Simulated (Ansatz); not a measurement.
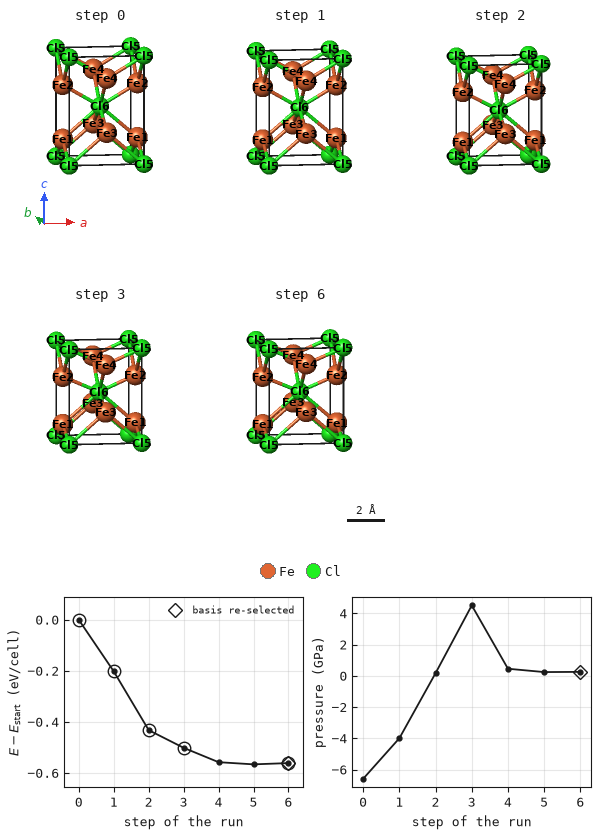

Frames of a relaxation of crystalline Fe₂Cl (built on the tetragonal zirconia_137 type) (coarse preliminary run), marked on the history of the run. Style: ball-and-stick. Shown: the cell of the calculation, slightly off an axis.

Case: anti-tetragonal zirconia type (P4_2/nmc, No. 137).

Theory: DFT PBE, scalar-relativistic, plane waves, PAW in Ansatz. Settings: plane-wave cutoff 420 eV; k-point mesh 4 × 4 × 4; occupations gaussian; smearing width 0.1 eV; collinear spin; cell and atoms relaxed; force threshold 0.04 eV/Å; at most 70 steps.

> What happens along the run?

Over 5 accepted moves (6 points after the start) the energy falls by 0.561 eV per cell of the calculation. The largest force component goes from 0.27 to 0.039 eV/Å. The pressure goes from −6.58 to 0.26 GPa. At 1 point the geometry stayed and the basis and grid were re-selected for the new cell (energy shift of 4.9 meV per cell of the calculation at most each time). The largest moves relative to the cell, 0.20 Å, are those of Fe1, Fe2, Fe3 and Fe4. Fe2 goes along −c. Cl stays in place. The volume changes by −13.3 %, with a = b 4.136 → 4.103 Å (−0.8 %), c 5.954 → 5.243 Å (−11.9 %). Near-neighbour distances that change, for instance: Fe1–Fe2 2.977 → 2.622 Å, Fe1–Cl5 2.395 → 2.224 Å, Fe1–Cl6 2.721 → 2.705 Å. Bond angles that change, for instance: Cl5–Fe1–Cl5 119.4° → 134.5°, Cl5–Fe1–Cl6 109.1° → 104.6°. The space group stays P4_2/nmc (No. 137). From step 0 to 1: volume −5.8 %, energy −0.202 eV per cell of the calculation. From step 1 to 2: Fe atoms move most (0.06 Å), volume −8.5 %, energy −0.230 eV per cell of the calculation. From step 2 to 3: Fe atoms move most (0.12 Å), volume −4.4 %, energy −69.1 meV per cell of the calculation. From step 3 to 6: Fe atoms move most (0.02 Å), volume +5.2 %, energy −59.8 meV per cell of the calculation.

Limits of the set-up: the k-point mesh is coarse for a cell with partly filled bands.
